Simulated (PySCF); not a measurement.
System: C6H6F (SMILES C=C(F)C[c+]1cc1) (charge +1).

The calculation's input:

```
{"job": {"kind": "uv", "xc": "wB97X-D", "basis": "def2-SVPD", "nstates": 8, "ntriplets": 3}, "charge": 1, "multiplicity": 1}
C     -2.083322     0.721617     0.518291
C     -1.208079    -0.218538     0.239555
F     -1.054529    -1.309334     0.999291
C     -0.254801    -0.244420    -0.968652
C      1.051874    -0.167465    -0.383806
C      2.065025    -0.774052     0.360933
C      2.151919     0.556450     0.073498
H     -2.748951     0.608548     1.358299
H     -2.194126     1.600242    -0.088624
H     -0.407478    -1.201687    -1.478369
H     -0.476991     0.595100    -1.626035
H      2.470243    -1.645725     0.828847
H      2.684827     1.479750     0.149046
```

Run with:

```sh
OMP_NUM_THREADS=1 python probes_run.py task.json out
```

Geometry: GFN2-xTB.

All numbers below come from PySCF, wB97X-D/def2-SVPD, SCF density, gas phase.

> What can the converged electron density and electron localisation function tell about the bonding?

C–H (1.07 Å): the density is about 2.1 e/Å³ at the midpoint; the ELF climbs to about 1 towards the hydrogen, as it does in any bond to H (an ordinary covalent bond to hydrogen).
C–C (1.36 Å): the density is about 2.1 e/Å³ at the midpoint; the ELF peaks at about 0.85 between the atoms: a covalent bond.
C–C (1.43 Å): the density is about 1.9 e/Å³ at the midpoint; the ELF peaks at about 0.95 between the atoms (localised, covalent bonding).

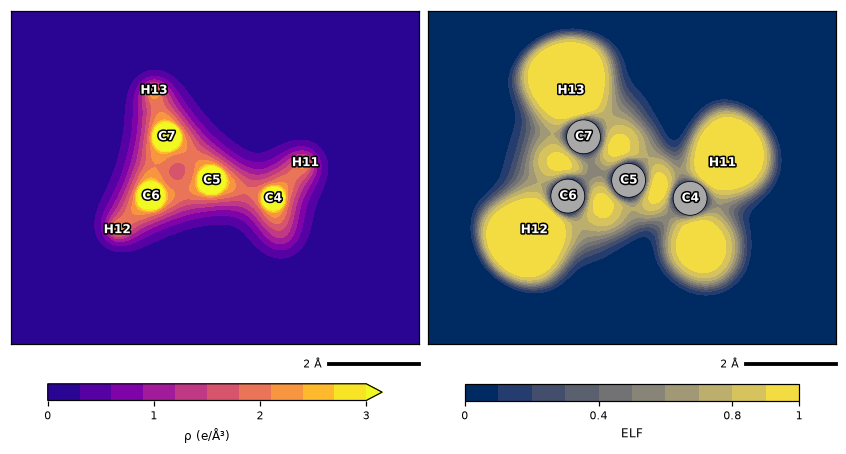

Computed electron density and electron localisation function on the plane of atoms C7, C6 and H12, in this order. Grey discs cover the atomic cores in the ELF map. 
